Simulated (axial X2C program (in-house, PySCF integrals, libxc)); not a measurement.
# GaTi: properties at the nuclei

Wanted for GaTi: properties at the nuclei, at the two-component level.

Method: two-component X2C with atomic mean-field terms, Ga dyall-cv3z, Ti dyall-cv3z; program: an in-house X2C program for linear molecules on PySCF integrals.

All values are calculated.

## Step 1: The job

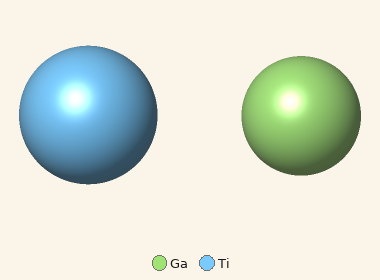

The two atoms at 2.600 Å (gallium green, titanium blue).

task.json

```json
{"zs": [31, 22], "q": 0, "bas": ["dyall-cv3z", "dyall-cv3z"], "r0": 2.6, "levels": ["PBE0", "HF", "LDA", "BP86", "TPSSh"], "nst": 3}
```

Keys: zs atomic numbers; q charge; bas basis sets; r0 starting distance in Å; levels methods (HF also brings MP2); nst determinants followed.

Launch:

```bash
$ python soeom.py task.json out
```

Nuclei are Gaussian, cores are contracted, and the Gaunt term is on.

## Step 2: Expectation values, lowest determinant

R = 2.470 Å. State: Ω = 1/2 (excess of +ω over −ω: ω = 1/2).

Output of the PBE0 run:

```text
two-component X2C + atomic mean field  PBE0
basis functions 224  fitting functions 1278  grid points 5802
iter        total energy     max residual
   1      -2796.418307549     1.56e-05
   2      -2796.418307558     3.32e-05
   3      -2796.418307574     9.27e-06
   4      -2796.418307583     7.22e-06
   5      -2796.418307594     4.11e-06
   6      -2796.418307596     1.60e-06
converged
one-electron -4170.24616198  Coulomb 1346.66115898  exact exchange -28.95511669  xc functional -89.15448776  nuclear repulsion 146.11289791  atomic mean-field constant -0.83659806
```

The highest occupied spinor is 51% Ti d, 36% Ga p, 10% Ti p.

```csv
level,Eeff magnitude (GV/cm),Ws magnitude Ga (kHz),A∥/gI Ga (MHz),qzz Ga (a.u.),A∥/gI Ti (MHz),qzz Ti (a.u.),μ (D)
PBE0,0.962,0.93,-106,-0.34,871,-0.23,2.85
HF,0.785,0.831,-486,1.29,734,0.18,2.74
LDA,0.693,0.732,102,-0.68,1060,-0.38,2.09
BP86,0.713,0.758,-4.91,-0.60,1020,-0.38,2.20
TPSSh,0.998,0.974,9.27,-0.41,787,-0.30,2.81
```

Eeff is the effective electric field on the electron dipole moment in this Ω state and Ws the scalar–pseudoscalar constant (defined with the proton number Z and per Ω); A∥ is the parallel hyperfine constant, which follows by multiplying with the nuclear g factor gI = μI/(I μN); qzz is the electric field gradient, eQq0 = 234.96 MHz × Q/barn × qzz; μ is positive if Ti is the positive end. The operators were transformed with the bare-nucleus X2C matrices.

## Step 3: Expectation values, a higher determinant

R = 2.470 Å. State: Ω = 9/2 (excess of +ω over −ω: ω = 1/2, ω = 3/2, ω = 5/2), 0.02 eV above the lowest in the PBE0 search for states (made at or near this distance, with looser thresholds).

Output of the PBE0 run:

```text
two-component X2C + atomic mean field  PBE0
basis functions 224  fitting functions 1278  grid points 5802
iter        total energy     max residual
   1      -2796.417545459     1.48e-05
   2      -2796.417545470     2.43e-05
   3      -2796.417545478     9.78e-06
   4      -2796.417545484     6.24e-06
   5      -2796.417545493     4.49e-06
   6      -2796.417545495     1.54e-06
   7      -2796.417545496     4.76e-07
converged
one-electron -4170.24490551  Coulomb 1346.66082056  exact exchange -28.95536879  xc functional -89.15439162  nuclear repulsion 146.11289791  atomic mean-field constant -0.83659806
```

The highest occupied spinor is 48% Ti d, 38% Ga p, 10% Ti p.

```csv
level,Eeff magnitude (GV/cm),Ws magnitude Ga (kHz),A∥/gI Ga (MHz),qzz Ga (a.u.),A∥/gI Ti (MHz),qzz Ti (a.u.),μ (D)
PBE0,0.956,0.102,-20,-0.35,242,-0.24,2.84
HF,0.499,0.06,-66.1,1.24,233,0.16,2.69
LDA,0.694,0.0814,12.4,-0.68,260,-0.39,2.09
BP86,0.714,0.0843,0.521,-0.61,253,-0.39,2.19
TPSSh,0.997,0.108,-0.142,-0.41,230,-0.30,2.80
```

## Step 4: Expectation values, a higher determinant

R = 2.470 Å. State: Ω = 7/2 (excess of +ω over −ω: ω = -1/2, ω = 3/2, ω = 5/2), 0.22 eV above the lowest in the PBE0 search for states (made at or near this distance, with looser thresholds).

Output of the PBE0 run:

```text
two-component X2C + atomic mean field  PBE0
basis functions 224  fitting functions 1278  grid points 5802
iter        total energy     max residual
   1      -2796.410242804     7.47e-06
   2      -2796.410242814     9.81e-06
   3      -2796.410242817     5.77e-06
   4      -2796.410242820     4.15e-06
   5      -2796.410242827     3.85e-06
   6      -2796.410242830     3.26e-06
   7      -2796.410242833     2.11e-06
   8      -2796.410242836     1.23e-06
   9      -2796.410242838     1.06e-06
converged
one-electron -4169.45738932  Coulomb 1345.82805869  exact exchange -28.94051691  xc functional -89.11669515  nuclear repulsion 146.11289791  atomic mean-field constant -0.83659806
```

The highest occupied spinor is 58% Ga p, 28% Ti s, 6% Ti d.

```csv
level,Eeff magnitude (GV/cm),Ws magnitude Ga (kHz),A∥/gI Ga (MHz),qzz Ga (a.u.),A∥/gI Ti (MHz),qzz Ti (a.u.),μ (D)
PBE0,0.623,0.047,-37.1,-2.12,134,0.05,1.33
HF,2.22,0.176,-131,-2.17,178,-0.19,1.99
LDA,0.323,0.0273,-39.1,-1.85,126,-0.03,0.94
BP86,0.486,0.0416,-41.5,-1.75,162,-0.04,1.03
TPSSh,0.701,0.0541,-36.9,-2.13,143,-0.02,1.45
```

## Step 5: Summary of results

| quantity | value |
| --- | --- |
| lowest determinant | Ω = 1/2 (excess of +ω over −ω: ω = 1/2) |
| Eeff magnitude (GV/cm), PBE0 | 0.962 |
| Ws magnitude Ga (kHz), PBE0 | 0.93 |
| A∥/gI Ga (MHz), PBE0 | -106 |
| qzz Ga (a.u.), PBE0 | -0.34 |
| higher determinant | Ω = 9/2 (excess of +ω over −ω: ω = 1/2, ω = 3/2, ω = 5/2) |
| Eeff magnitude (GV/cm), PBE0, higher determinant | 0.956 |
| Ws magnitude Ga (kHz), PBE0, higher determinant | 0.102 |
| A∥/gI Ga (MHz), PBE0, higher determinant | -20 |
| qzz Ga (a.u.), PBE0, higher determinant | -0.35 |
| higher determinant | Ω = 7/2 (excess of +ω over −ω: ω = -1/2, ω = 3/2, ω = 5/2) |
| Eeff magnitude (GV/cm), PBE0, higher determinant | 0.623 |
| Ws magnitude Ga (kHz), PBE0, higher determinant | 0.047 |
| A∥/gI Ga (MHz), PBE0, higher determinant | -37.1 |
| qzz Ga (a.u.), PBE0, higher determinant | -2.12 |

**Reading.** In the first state, the effective field runs from 0.693 to 0.998 GV/cm over the mean-field levels. The expectation values come from single determinants, which for open shells can mix terms of unlike spin or miss the lowest Ω, so a determinant need not be a state. Eeff is the effective electric field on the electron dipole moment in this Ω state and Ws the scalar–pseudoscalar constant (defined with the proton number Z and per Ω); A∥ is the parallel hyperfine constant, which follows by multiplying with the nuclear g factor gI = μI/(I μN); qzz is the electric field gradient, eQq0 = 234.96 MHz × Q/barn × qzz; μ is positive if Ti is the positive end. The operators were transformed with the bare-nucleus X2C matrices. A second determinant lies within 0.1 eV of the first, so their order is not settled at this level.
